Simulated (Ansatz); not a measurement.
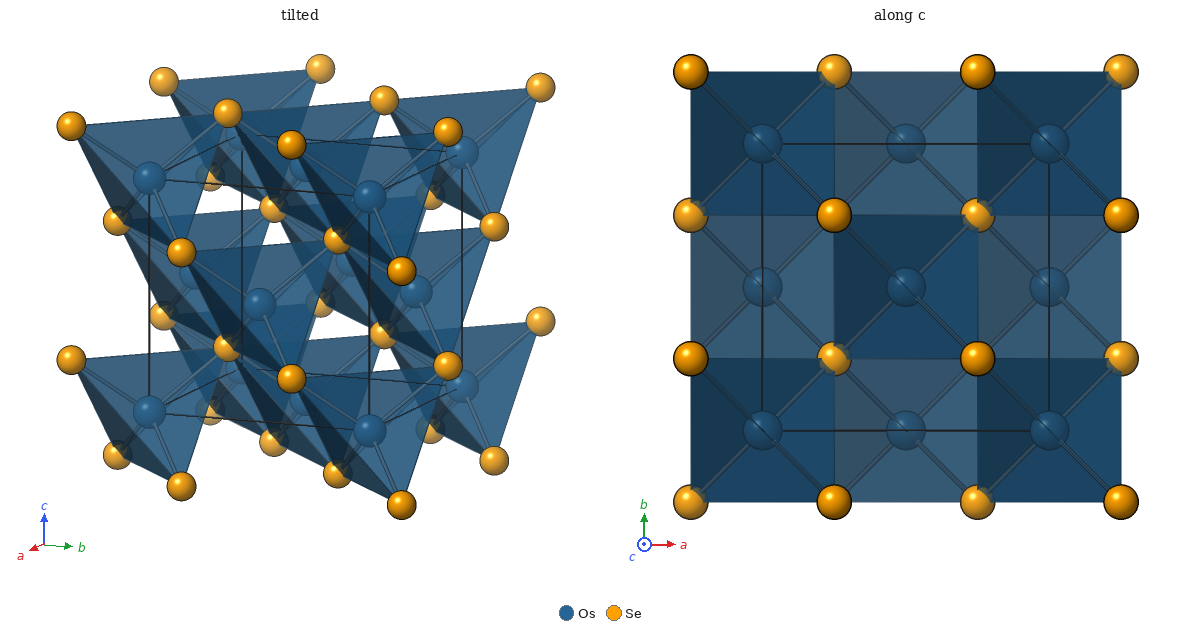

View slightly off an axis and along the c axis, drawn as a polyhedral model. The wireframe shows the conventional unit cell. Some atoms of the next cells are drawn as well.

OsSe, zinc blende (sphalerite type), space group F-43m (No. 216), a = 5.509 Å, b = 5.509 Å, c = 5.509 Å, α = 90.00°, β = 90.00°, γ = 90.00°. The starting point was a structure type filled with these elements by a generator (whether the compound takes this form wasn't checked). Earlier steps of the study, as a rule a relaxation of our own, may have changed the cell and positions, so they can lie some per cent off the listed ones. It went into a calculation with Ansatz.

This one geometry was computed with Ansatz (DFT, plane waves, PAW) at five levels of theory: LDA, PBE, PBEsol, r2SCAN and PBE with spin-orbit coupling.

Which level gives the highest pressure at this volume, and what does that say about its equilibrium volume?

Highest: PBE with spin-orbit coupling (1.0 GPa), which points to the largest equilibrium volume. Lowest, with the smallest volume: LDA (-7.7 GPa). Levels within 0.5 GPa of each other can't be told apart.

How does the band gap change with the level of theory?

All levels give a metal.

Collect the results in a table.

| level | cutoff (eV) | k-mesh of the run's cell | gap (eV) | pressure (GPa) | absolute moment (μB/atom) |
| --- | --- | --- | --- | --- | --- |
| LDA | 420 | 10×10×10 | metal | -7.7 | 0.00 |
| PBE | 420 | 10×10×10 | metal | 0.1 | 0.00 |
| PBEsol | 420 | 10×10×10 | metal | -5.1 | 0.00 |
| r2SCAN | 500 | 10×10×10 | metal | -3.3 | 0.07 |
| PBE with spin-orbit coupling | 420 | 10×10×10 | metal | 1.0 | 0.00 |

Gaps are taken on the k-mesh or band path of each run.
